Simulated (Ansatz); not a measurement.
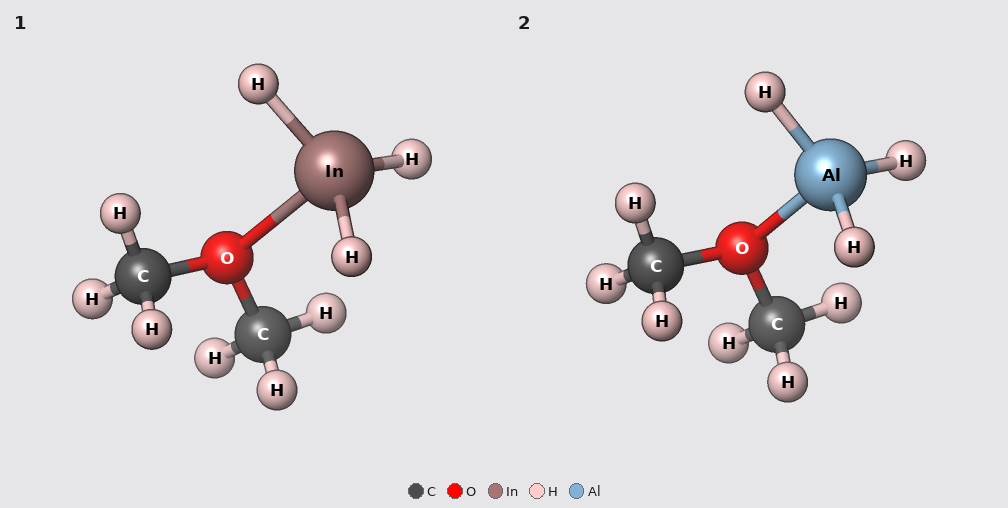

2 molecules with one skeleton, seen from the same side and at one scale. Charge 0, singlet. Computed geometries: PBE0-D4/def2-TZVP optimisations, one conformation each. Properties computed with Ansatz 0.2.0. Elements past Kr carry core potentials.

One atom differs, called X below: In in panel 1, Al in panel 2. Their formulas are C2H9InO (`C[O+](C)[InH3-]`), C2H9AlO (`C[O+](C)[AlH3-]`).

### In which is the dipole moment larger (PBE-D4/def2-TZVPP)?

In panel 2 (X = Al).

### In which is the HOMO–LUMO gap larger (revPBE-D4/def2-TZVPP)?

In panel 2 (X = Al).

Give the values. With PBE0-D4/def2-TZVP: mean length of X–H (Å), length of X–O (Å), mean angle O–X–H (°). With revPBE-D4/def2-TZVPP: HOMO energy (Kohn–Sham orbital) (eV), HOMO–LUMO gap (eV). With PBE-D4/def2-TZVPP: dipole moment (D).

| quantity | 1 (In) | 2 (Al) | 2 − 1 |
| --- | --- | --- | --- |
| mean length of X–H (Å) | 1.733 | 1.601 | −0.132 |
| length of X–O (Å) | 2.389 | 1.981 | −0.408 |
| mean angle O–X–H (°) | 94.5 | 98.8 | +4.3 |
| HOMO energy (Kohn–Sham orbital) (eV) | −6.21 | −6.10 | +0.11 |
| HOMO–LUMO gap (eV) | 5.16 | 5.55 | +0.39 |
| dipole moment (D) | 3.66 | 4.95 | +1.29 |
